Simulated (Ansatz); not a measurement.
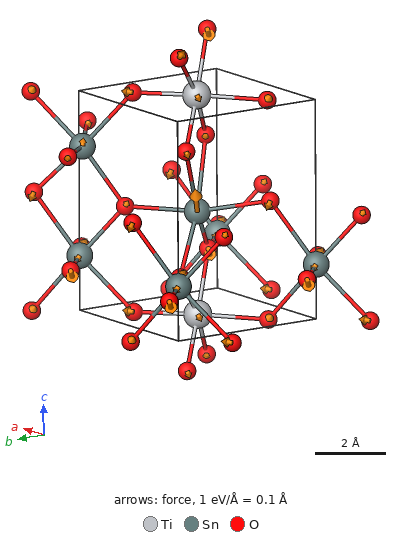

Starting geometry of crystalline TiSn$_{3}$O$_{8}$ (a generated structure, set up in P1) (coarse preliminary run) with the computed forces as orange arrows. A ball-and-stick model of the cell of the calculation, seen from a free direction.

These are results of Ansatz 0.2.0, DFT PBE, scalar-relativistic, plane waves, PAW, not measurements.

Input file:
```yaml
crystal:
  lattice:
    - [3.3931333153, -3.2982255713, 0.0083203803]
    - [3.4476896637, 3.3526926096, 0.013672268]
    - [0.0207204468, 0.0050340444, 6.4512000608]
  atoms:
    - { symbol: Ti, position: [0.5006505994, 0.5012854687, 0.0010455872] }
    - { symbol: Sn, position: [0.5152753831, 0.4910389338, 0.4676680522] }
    - { symbol: Sn, position: [-0.0186775534, -0.011908929, 0.7481030274] }
    - { symbol: Sn, position: [-0.001062143, -0.0012575789, 0.2484836193] }
    - { symbol: O, position: [0.2389332092, 0.1767847009, -0.0184779313] }
    - { symbol: O, position: [0.179029581, 0.2003312832, 0.5334099188] }
    - { symbol: O, position: [0.7588143634, 0.7811436578, 0.0037082646] }
    - { symbol: O, position: [0.8231406075, 0.7938920896, 0.4776312999] }
    - { symbol: O, position: [0.6802271162, 0.309487789, 0.7748267432] }
    - { symbol: O, position: [0.6684300919, 0.3028812578, 0.2578116826] }
    - { symbol: O, position: [0.3272227589, 0.704599581, 0.7875502963] }
    - { symbol: O, position: [0.3280159857, 0.7517217461, 0.2182394399] }
basis:
  ecutwfc: 420
kpoints:
  mp_grid: { grid: [4, 4, 2] }
hamiltonian:
  xc: pbe
scf:
  occupations: { method: gaussian, width: 0.1 }
  lower_state_search: "off"
output:
  forces: true
  stress: true
  eigenvalues: true
relax:
  adjacent_minimum: "off"
  f_tol: 0.025
  max_steps: 60
  cell: { stress_tol: 0.25 }
```

Command:
```bash
ansatz run input.yaml --threads 4 --pin off --max-ram 8192MiB --backend cpu --events-out ev --progress --plain --runs-dir out
```

**What follows when this structure is relaxed?**

It isn't relaxed: the largest force vector, on Sn2, is 9.26 eV/Å. The final displacements follow the starting forces only in part (cosine between the two patterns 0.73). The largest move relative to the cell is that of O12, 0.33 Å along [−1 −3 1]. Largest moves by element: O 0.33 Å, Sn 0.22 Å, Ti 0.01 Å. The volume changes by −1.1 %, with a 4.732 → 4.776 Å (+0.9 %), b 4.809 → 4.777 Å (−0.7 %), c 6.451 → 6.364 Å (−1.4 %), α 89.7° → 90.0°, β 89.8° → 90.0°, γ 88.4° → 90.1°. Near-neighbour distances that change, for instance: Sn2–O11 2.463 → 2.101 Å, Sn2–O10 1.774 → 2.101 Å, Sn2–O9 2.291 → 2.101 Å, Sn4–O6 2.263 → 2.083 Å. Bond angles that change, for instance: Sn2–O6–Sn3 146.0° → 128.9°, O5–Ti1–O12 105.2° → 90.0°, Sn2–O6–Sn4 114.2° → 128.9°. The space group (tolerance 0.01 Å) goes from P1 (No. 1) to Cmmm (No. 65). The energy falls by 275 meV per atom in 5 accepted moves (7 points after the start). Largest force component: 7.8 eV/Å at the start, 0.0054 eV/Å at the end. Pressure: 5.20 GPa at the start and −0.03 GPa at the end. The SCF was repeated twice at an unchanged geometry on a basis and grid sized afresh for the cell, which shifted the energy by 0.4 meV per atom at most. Cost: 50 s on 4 threads of Arm Neoverse V1, on a shared host, peak memory 0.58 GiB.
